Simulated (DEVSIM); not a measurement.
Structure: Si p+/n-/n+ power diode, at 300 K.

| layer (left to right) | material | thickness (μm) | Nd (cm⁻³) | Na (cm⁻³) | τn (s) | τp (s) |
|---|---|---|---|---|---|---|
| 1 | Si | 3.10 | - | 1.3e18 | 8.8e-7 | 8.8e-7 |
| 2 | Si | 17.0 | 2.6e14 | - | 8.8e-7 | 8.8e-7 |
| 3 | Si | 2.30 | 1.9e18 | - | 8.8e-7 | 8.8e-7 |

Left contact: ohmic. Right contact: ohmic. Voltage is applied to the left contact. Recombination: SRH at mid-gap. Gap narrowing is on: ΔEg = 6.92 meV × (l + √(l² + 0.5)), l = ln(N/1.3e17 cm⁻³), shared equally by both band edges. Mobility is constant in doping.

The device is made up for the run: typed textbook-type constants, with dimensions and the other settings drawn at random. Values at 300 K.

```csv
parameter,Si
gap (eV),1.124
affinity (eV),4.05
permittivity,11.7
Nc (cm⁻³),2.86e19
Nv (cm⁻³),3.1e19
μn (cm²/Vs),1417
μp (cm²/Vs),470
```

DEVSIM, 1D drift-diffusion, Boltzmann statistics, complete ionisation; no tunnelling, impact ionisation, image-force lowering or self-heating.

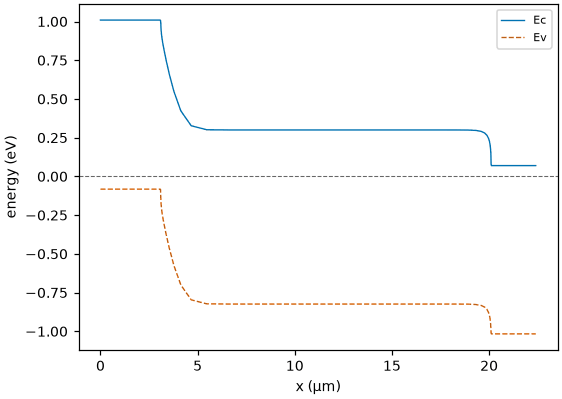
Fig. 1. Band edges at zero bias

Energies count from the Fermi level of the right contact; mesh points crowd at the junctions.

```
x (μm)   Ec (eV)  Ev (eV)  n (cm⁻³)  p (cm⁻³)  field (V/cm)
-------  -------  -------  --------  --------  ------------
0.000      1.009   -0.082       320    1.3e18           ≈ 0
0.05703    1.009   -0.082       320    1.3e18           ≈ 0
0.2474     1.009   -0.082       320    1.3e18           ≈ 0
0.8827     1.009   -0.082       320    1.3e18           ≈ 0
2.571      1.009   -0.082       320    1.3e18           ≈ 0
2.958      1.009   -0.082       320    1.3e18           ≈ 0
3.077      1.009   -0.082       320    1.3e18          -110
3.137      0.922   -0.202      9300    1.3e16        -12000
3.284      0.809   -0.315    740000    1.6e14         -6300
3.782      0.548   -0.576    1.8e10     6.6e9         -4200
5.470      0.301   -0.822    2.5e14    480000           -55
13.97      0.300   -0.824    2.6e14    450000           ≈ 0
18.31      0.300   -0.824    2.6e14    450000           ≈ 0
19.59      0.291   -0.833    3.7e14    320000          -380
20.02      0.226   -0.898    4.6e15     26000         -5300
20.09      0.138   -0.986    1.4e17       850        -33000
20.14      0.070   -1.016    1.9e18       260           ≈ 0
20.29      0.070   -1.016    1.9e18       260           ≈ 0
21.12      0.070   -1.016    1.9e18       260           ≈ 0
22.02      0.070   -1.016    1.9e18       260           ≈ 0
22.30      0.070   -1.016    1.9e18       260           ≈ 0
22.40      0.070   -1.016    1.9e18       260           ≈ 0
```
